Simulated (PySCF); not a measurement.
H2O3S, SMILES `O=[SH](=O)O`.

Level of theory: PBE/def2-SVPD (PySCF), at a geometry from GFN2-xTB. No frequency check shows the geometry to be a minimum. GFN2-xTB bond lengths at metals and heavier atoms can be off by up to 0.1 Å and shapes distorted, which carries into these values.

Input

```python
import numpy as np
from pyscf import gto, scf, dft, tdscf
from pyscf.scf import atom_ks, atom_hf
from scipy.linalg import block_diag

def solve(mol, dm0=None, hcore=None):
    mf = (dft.UKS if mol.spin else dft.RKS)(mol, xc='pbe')
    mf.grids.level = 3
    mf = mf.density_fit(auxbasis='def2-universal-jkfit')
    mf.conv_tol, mf.max_cycle = 1e-8, 80
    if hcore is not None:
        mf.get_hcore = lambda *args: hcore
    mf.kernel(dm0)
    if not mf.converged:
        mf = mf.newton().run(mf.mo_coeff, mf.mo_occ, max_cycle=30)
    assert mf.converged, 'SCF not converged'
    return mf

mol = gto.M(atom='''
O     -0.04913     1.40003     0.19227
S      0.12922     0.04062    -0.19388
O      1.24374    -0.71528     0.24003
O     -1.22736    -0.74811     0.10602
H      0.09984    -0.01747    -1.57867
H     -1.90542    -0.12568     0.37432
''', basis='def2-svpd', charge=0, spin=0, verbose=4)
mf = solve(mol)
td = mf.TDDFT()
td.nstates, td.singlet, td.conv_tol = 4, True, 1e-5
td.kernel()
td.analyze()
x, y = np.array([p[0] for p in td.xy]), np.array([p[1] + 0 * p[0] for p in td.xy])
f, mu = td.oscillator_strength(), td.transition_dipole()
nto = [td.get_nto(state=i + 1, verbose=4) for i in range(len(td.e))]
# spherically averaged free atoms, for the promolecule
atm = atom_ks.get_atm_nrks(mol, xc='pbe')
pro = block_diag(*[(atm[a[0]][2] * atm[a[0]][3]) @ atm[a[0]][2].T for a in mol._atom])
np.savez('result.npz', e=td.e, f=f, ok=td.converged, w=[n[0] for n in nto], nto=[n[1] for n in nto], x=x, y=y, c=mf.mo_coeff, occ=mf.mo_occ, eps=mf.mo_energy, pro=pro, mu=mu)
```

Command:

```sh
OMP_NUM_THREADS=1 python input.py
```

The run took 66 s on 1 thread of Arm Neoverse V2 (shared host), peak memory 0.54 GiB.

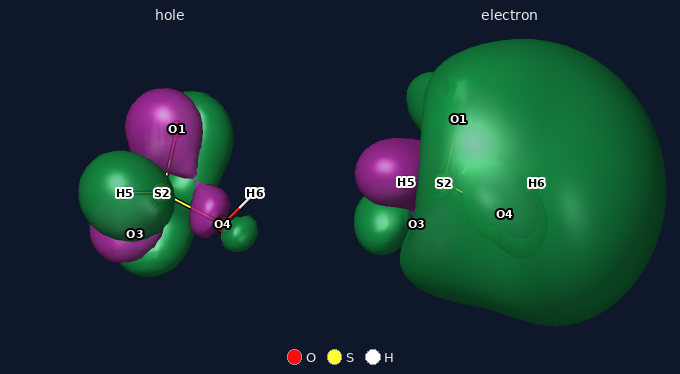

Leading natural transition orbital pair of S₃ (full linear response singlet states); the surfaces enclose about 85 % of each orbital's density.

**Where does the state lie, and where do hole and electron sit?**

7.69 eV (161 nm), f = 0.019, partly diffuse acceptor orbital; the leading pair carries 99 %; hole on O1 (37 %), O3 (24 %) and S2 (19 %), electron on H6 (43 %), O4 (25 %) and S2 (16 %) (atom shares of so diffuse an orbital are rough); their centroids lie 2.2 Å apart; S₄ lies within 0.1 eV of it. In canonical orbitals it is mainly HOMO−1 → LUMO+1 (87 %). The HOMO–LUMO gap is 7.12 eV.
